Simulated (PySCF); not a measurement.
**SiH3O (SMILES O[SiH2]): UMP2/STO-3G**

Aim: the energy change on altering one bond length of SiH3O at UMP2/STO-3G, from 2 runs. Input form: a Python script.

The calculation is run with PySCF 2.14.0.

10 further runs of the same task are left out: 10 set aside as unsound or not needed.

### Step 1. The structure to begin with

The species is SiH3O (5 atoms), meant as a doublet with charge 0. SMILES: `O[SiH2]`. The coordinates come from a GFN2-xTB relaxation. This is one conformer, not always the lowest.

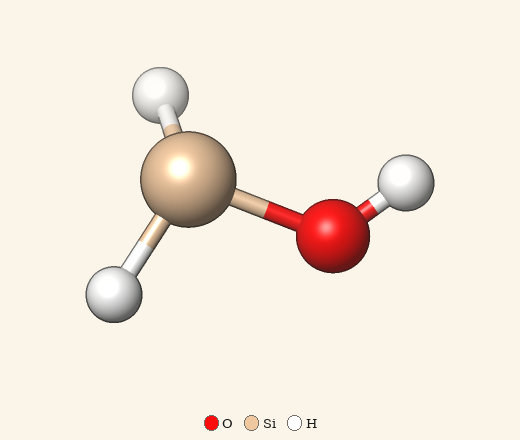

The structure, seen from a chosen angle (oxygen red, silicon light orange, hydrogen white).

### Step 2. A single-point energy at UMP2/STO-3G

Input file job.py:

```python
from pyscf import gto, mp

mol = gto.M(
    atom='''
O      0.557310    -0.433760     0.798460
Si     0.001930     0.341950    -0.533940
H      0.725690    -1.370660     0.814800
H     -1.244820    -0.253580    -1.000760
H     -0.040110     1.716040    -0.078560
''',
    spin=1,
    basis='sto-3g',
    verbose=4,
    max_memory=1860,
)

calc0 = mol.UHF()
calc0.conv_tol = 1e-10
calc0.kernel()
if not calc0.converged:
    calc0 = calc0.newton().run(calc0.mo_coeff, calc0.mo_occ)

pt = mp.MP2(calc0, frozen=6).run()
e_final = pt.e_tot
print('Final energy', e_final)
```

Launch:

```bash
$ OMP_NUM_THREADS=1 python job.py
```

What it wrote:

```text
PySCF version 2.14.0

[INPUT] num. atoms = 5
[INPUT] num. electrons = 25
[INPUT] charge = 0
[INPUT] spin (= nelec alpha-beta = 2S) = 1
[INPUT] symmetry False subgroup None
[INPUT] Mole.unit = angstrom
[INPUT] Symbol           X                Y                Z      unit          X                Y                Z       unit  Magmom
[INPUT]  1 O      0.557310000000  -0.433760000000   0.798460000000 AA    1.053163266481  -0.819687603791   1.508870721420 Bohr   0.0
[INPUT]  2 Si     0.001930000000   0.341950000000  -0.533940000000 AA    0.003647171420   0.646191848295  -1.009000366950 Bohr   0.0
[INPUT]  3 H      0.725690000000  -1.370660000000   0.814800000000 AA    1.371355351336  -2.590172009896   1.539748846296 Bohr   0.0
[INPUT]  4 H     -1.244820000000  -0.253580000000  -1.000760000000 AA   -2.352368874381  -0.479196750667  -1.891162316420 Bohr   0.0
[INPUT]  5 H     -0.040110000000   1.716040000000  -0.078560000000 AA   -0.075796914856   3.242845618799  -0.148456884346 Bohr   0.0

nuclear repulsion = 58.0136675160382
number of shells = 11
number of NR pGTOs = 51
number of NR cGTOs = 17
basis = sto-3g
ecp = {}

******** <class 'pyscf.scf.uhf.UHF'> ********
method = UHF
initial guess = minao
damping factor = 0
level_shift factor = 0
DIIS = <class 'pyscf.scf.diis.CDIIS'>
diis_start_cycle = 1
diis_space = 8
diis_damp = 0
SCF conv_tol = 1e-10
SCF conv_tol_grad = None
SCF max_cycles = 50
direct_scf = True
direct_scf_tol = 1e-13
number electrons alpha = 13  beta = 12
Set gradient conv threshold to 1e-05
init E= -360.915775404418
[... the frontier-level lines of each cycle are left out ...]

cycle= 1 E= -361.060532430783  delta_E= -0.145  |g|= 0.283  |ddm|= 1.85
cycle= 2 E= -361.119497879437  delta_E= -0.059  |g|= 0.0788  |ddm|= 0.518
cycle= 3 E= -361.124660560515  delta_E= -0.00516  |g|= 0.0191  |ddm|= 0.133
cycle= 4 E= -361.125341459829  delta_E= -0.000681  |g|= 0.00589  |ddm|= 0.0636
cycle= 5 E= -361.125431496134  delta_E= -9e-05  |g|= 0.00266  |ddm|= 0.0225
cycle= 6 E= -361.125451712378  delta_E= -2.02e-05  |g|= 0.000767  |ddm|= 0.0133
cycle= 7 E= -361.125453177176  delta_E= -1.46e-06  |g|= 0.000206  |ddm|= 0.00347
cycle= 8 E= -361.125453292833  delta_E= -1.16e-07  |g|= 4.52e-05  |ddm|= 0.00106
cycle= 9 E= -361.125453298021  delta_E= -5.19e-09  |g|= 1.47e-05  |ddm|= 0.000219
cycle= 10 E= -361.12545329857  delta_E= -5.5e-10  |g|= 5.6e-06  |ddm|= 6.04e-05
cycle= 11 E= -361.125453298655  delta_E= -8.42e-11  |g|= 1.95e-06  |ddm|= 2.61e-05
Extra cycle  E= -361.125453298661  delta_E= -6.37e-12  |g|= 1.23e-06  |ddm|= 4.26e-06
converged SCF energy = -361.125453298661  <S^2> = 0.75164234  2S+1 = 2.0016417

******** <class 'pyscf.mp.ump2.UMP2'> ********
nocc = (np.int64(7), np.int64(6)), nmo = (11, 11)
frozen orbitals 6
E(UMP2) = -361.189835606427  E_corr = -0.0643823077658075
E(SCS-UMP2) = -361.196364764695  E_corr = -0.0709114660335801
E_corr(same-spin) = -0.00732381148314103
E_corr(oppo-spin) = -0.0570584962826665
Final energy -361.18983560642687
```

Run time: 0.54 s. Hardware: 1 thread of Arm Neoverse V2, shared host; peak memory 0.12 GiB.

### Step 3. The distorted shape

Input file calc.py:

```python
from pyscf import gto, mp

molecule = gto.Mole()
molecule.atom = '''
O      0.632981    -2.907085    -0.021212
Si     0.077601    -2.131375    -1.353612
H      0.801361    -3.843985    -0.004872
H     -1.169149    -2.726905    -1.820432
H     -0.040110     1.716040    -0.078560
'''
molecule.basis = 'sto-3g'
molecule.max_memory = 1860
molecule.verbose = 3
molecule.spin = 1
molecule.build()

myscf = molecule.UHF()
myscf.conv_tol = 1e-10
myscf.kernel()
if not myscf.converged:
    myscf = myscf.newton().run(myscf.mo_coeff, myscf.mo_occ)

pt = mp.MP2(myscf, frozen=6).run()
e_final = pt.e_tot
print('E(%s) = %.9f' % ('MP2', e_final))
```

Launch:

```bash
$ OMP_NUM_THREADS=1 python calc.py
```

What it wrote:

```text
converged SCF energy = -360.994290071082  <S^2> = 0.75003467  2S+1 = 2.0000347
E(UMP2) = -361.062088777008  E_corr = -0.067798705926892
E(SCS-UMP2) = -361.067761659945  E_corr = -0.0734715888635709
E(MP2) = -361.062088777
```

Run time: 0.6 s. Hardware: 1 thread of Arm Neoverse V2, shared host; peak memory 0.12 GiB.

### Step 4. Outcome

At UMP2/STO-3G, 6 core orbitals frozen:

```
                                                                   quantity          value
                                                  first shape: total energy  -361.18984 Eh
                          first shape: dipole moment (Hartree–Fock density)         1.66 D
    first shape: HOMO energy (Hartree–Fock orbitals) (highest over α and β)       -5.69 eV
     first shape: LUMO energy (Hartree–Fock orbitals) (lowest over α and β)        6.71 eV
                   first shape: correlation energy (6 core orbitals frozen)      -64.4 mEh
                             first shape: ⟨S²⟩ of the reference determinant          0.752
                                              distorted shape: total energy  -361.06209 Eh
                      distorted shape: dipole moment (Hartree–Fock density)         1.54 D
distorted shape: HOMO energy (Hartree–Fock orbitals) (highest over α and β)       -5.39 eV
 distorted shape: LUMO energy (Hartree–Fock orbitals) (lowest over α and β)        6.62 eV
               distorted shape: correlation energy (6 core orbitals frozen)      -67.8 mEh
                         distorted shape: ⟨S²⟩ of the reference determinant          0.750
         energy change with the Si2–H5 bond stretched from 1.448 to 4.055 Å       3.476 eV
```

In words: With the Si2–H5 bond stretched from 1.448 to 4.055 Å the energy rises by 3.48 eV (80 kcal/mol). The first shape isn't relaxed at this level, so the change isn't measured from a minimum. The minimal basis adds a large error of its own. Mulliken charges (distorted shape) of the mean-field density run from -0.51 on O1 to +0.58 on Si2.
